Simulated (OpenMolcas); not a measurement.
# One shape, several levels: AlClF (SMILES [F][Al][Cl])

We compute a comparison of 6 runs (ROHF/STO-3G, U-r2SCAN/STO-3G, UB3LYP/STO-3G, UPBE/STO-3G, UPBE0/STO-3G, USVWN5/STO-3G) of AlClF. 

Program for the calculation: OpenMolcas 26.06.

### Step 1. The system as given

AlClF: 3 atoms, total charge 0, spin state doublet. SMILES: `[F][Al][Cl]`. One bond was lengthened or shortened from a relaxed shape.

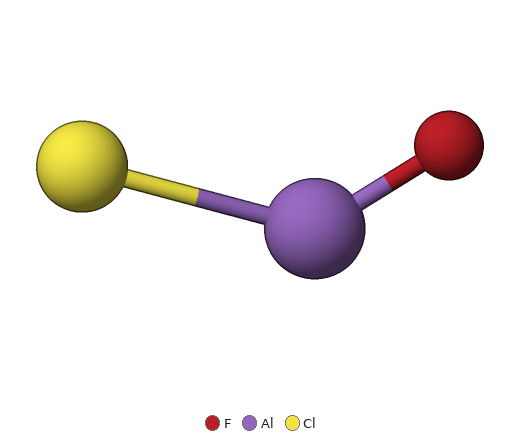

Viewed from a chosen angle; fluorine red, aluminium purple, chlorine yellow.

### Step 2. A single-point energy at ROHF/STO-3G (run 1)

coord.xyz reads:

```xyz
3

F     -1.545146     1.238870    -0.719935
Al    -0.777986    -0.212200    -0.447445
Cl     1.437120    -0.793970     0.706020
```

step1.inp reads:

```
&GATEWAY
  BasLib = $CurrDir
  Coord = coord.xyz
  Basis = STO-3G
  Group = NoSym

&SEWARD

&SCF
  UHF
  Spin = 2
  Scramble = 0.25
  PrOrbitals = 1 1

&RASSCF
  FileOrb = $Project.UnaOrb
  Spin = 2
  Nactel = 1 0 0
  Inactive = 19
  Ras2 = 1
  OutOrbitals = Canonical
  OrbListing = Nothing
```

The basis set STO-3G is read from a file made from the Basis Set Exchange's data (not shown).

Command:

```console
$ export MOLCAS_MEM=1860
$ pymolcas step1.inp > step1.log
```

Log:

```text
--- Start Module: gateway ---
[...]
--- Stop Module: gateway /rc=_RC_ALL_IS_WELL_ ---
[...]
      Basis functions           23
[...]
--- Start Module: scf ---
[...]
       Convergence after  14 Iterations
[...]
::    Total SCF energy                               -791.6645397320
[...]
      Total spin, S                                     0.5103170932
[...]
--- Stop Module: scf /rc=_RC_ALL_IS_WELL_ ---
--- Start Module: rasscf ---
[...]
      Number of active orbitals                  1
[...]
      Spin quantum number                      0.5
[...]
      Active orbitals                            1
[...]
      Number of CSFs                             1
[...]
      Number of root(s) required                 1
[...]
      Convergence after 12 iterations
[...]
      printout of CI-coefficients larger than  0.05 for root  1
      energy=    -791.660942
      conf/sym  1     Coeff  Weight
             1  u   1.00000 1.00000
      Natural orbitals and occupation numbers for root  1
      sym 1:   1.000000
      ************************************************************************************************************************
      *                                                    Final results                                                     *
[...]
::    RASSCF root number  1 Total energy:   -791.66094204
[...]
      Total electronic charge=   39.000000
      Total            charge=   -0.000000
[...]
      Dipole Moment (debye):
      Origin of the operator (angstrom)=   -0.0011   -0.1230   -0.0131
                   X= -4.8964E+00               Y=  1.2992E-01               Z= -2.6672E+00           Total=  5.5772E+00
      Quadrupole Moment (debye*angstrom):
[...]
--- Stop Module: rasscf /rc=_RC_ALL_IS_WELL_ ---
[...]
```

Wall time 2.5 s (1 thread of Arm Neoverse V1, shared host); peak memory 0.37 GiB.

### Step 3. The energy at U-r2SCAN/STO-3G (run 2)

coord.xyz is that of step 2.

job.inp reads:

```
>>> EXPORT MOLCAS_PRINT=2

&GATEWAY
  BasLib=$CurrDir
  Coord=coord.xyz
  Basis=STO-3G
  Group=NoSym

&SEWARD
  GridInput
  Grid=UltraFine
  End of Grid

&SCF
  UHF
  Spin=2
  KSDFT=2
  1.0 MGGA_X_R2SCAN
  1.0 MGGA_C_R2SCAN
  Thresholds=1e-10 1e-07 1e-07 1e-05
  PrOrbitals=1 1
```

The basis set STO-3G is read from a file made from the Basis Set Exchange's data (not shown).

Command:

```console
$ export MOLCAS_MEM=1860
$ pymolcas job.inp > job.log
```

Log:

```text
--- Start Module: gateway ---
[...]
--- Stop Module: gateway /rc=_RC_ALL_IS_WELL_ ---
--- Start Module: seward ---
[...]
      Basis functions           23
--- Stop Module: seward /rc=_RC_ALL_IS_WELL_ ---
--- Start Module: scf ---
[...]
       Convergence after  15 Iterations
[...]
::    Total KS-DFT energy                            -793.0566654158
[...]
      Total spin, S                                     0.5024587108
[...]
      Total electronic charge=   39.000000
      Total            charge=   -0.000000
[...]
      Dipole Moment (debye):
      Origin of the operator (angstrom)=   -0.0011   -0.1230   -0.0131
                   X= -4.3974E+00               Y=  6.2706E-01               Z= -2.3435E+00           Total=  5.0222E+00
      Quadrupole Moment (debye*angstrom):
[...]
--- Stop Module: scf /rc=_RC_ALL_IS_WELL_ ---
[...]
```

Run time: 6.6 s. Hardware: 1 thread of Arm Neoverse V1, shared host; peak memory 0.37 GiB.

Runs 3 to 5 aren't shown in full; the table further down has their settings and results.

### Step 4. A single-point energy at USVWN5/STO-3G (run 6)

coord.xyz is that of step 3.

job.inp reads:

```
&GATEWAY
  BasLib=$CurrDir
  Coord=coord.xyz
  Basis=STO-3G
  Group=NoSym

&SEWARD
  GridInput
  Grid=UltraFine
  End of Grid

&SCF
  UHF
  Spin=2
  KSDFT=SVWN5
  Thresholds=1e-10 1e-07 1e-07 1e-05
  PrOrbitals=1 1
```

The basis set STO-3G is read from a file made from the Basis Set Exchange's data (not shown).

Command:

```console
$ export MOLCAS_MEM=1860
$ pymolcas job.inp > job.log
```

Log:

```text
--- Start Module: gateway ---
[...]
--- Stop Module: gateway /rc=_RC_ALL_IS_WELL_ ---
--- Start Module: seward ---
[...]
      Basis functions           23
--- Stop Module: seward /rc=_RC_ALL_IS_WELL_ ---
--- Start Module: scf ---
[...]
       Convergence after  20 Iterations
[...]
::    Total KS-DFT energy                            -789.8593136992
[...]
      Total spin, S                                     0.5006948249
[...]
      Total electronic charge=   39.000000
      Total            charge=   -0.000000
[...]
      Dipole Moment (debye):
      Origin of the operator (angstrom)=   -0.0011   -0.1230   -0.0131
                   X= -4.2114E+00               Y=  7.7526E-01               Z= -2.2266E+00           Total=  4.8265E+00
      Quadrupole Moment (debye*angstrom):
[...]
--- Stop Module: scf /rc=_RC_ALL_IS_WELL_ ---
[...]
```

It took 4.8 s on 1 thread of Arm Neoverse V1, shared host; peak memory 0.37 GiB.

### Step 5. All runs side by side

```
run            level  scramble  integration grid  SCF convergence threshold  energy (Eh)  dipole moment (D)  wall time
  1      ROHF/STO-3G      0.25                 –                          –  -791.660942               5.58      2.5 s
  2  U-r2SCAN/STO-3G         –         UltraFine                      1e-10  -793.056665               5.02      6.6 s
  3    UB3LYP/STO-3G         –         UltraFine                      1e-10  -793.103062               4.90      5.4 s
  4      UPBE/STO-3G         –         UltraFine                      1e-10  -792.667447               4.89      5.4 s
  5     UPBE0/STO-3G         –         UltraFine                      1e-10  -792.786401               5.01      5.1 s
  6    USVWN5/STO-3G         –         UltraFine                      1e-10  -789.859314               4.83      4.8 s
```

### Step 6. What came out

| quantity | value |
| --- | --- |
| run 6: total energy | -789.85931 Eh |
| run 6: dipole moment | 4.83 D |
| run 6: HOMO energy (highest over α and β) | -1.90 eV |
| run 6: LUMO energy (lowest over α and β) | -1.03 eV |
| run 6: ⟨S²⟩ | 0.751 |

The dipole moment runs from 4.83 D (USVWN5/STO-3G) to 5.58 D (ROHF/STO-3G). Totals of different functionals can't be ranked against each other. In runs 1, 2, 3, 4, 5, 6 the basis is minimal, so dipoles, gaps and forces are rough. All runs together took 30 s, the longest 6.6 s.
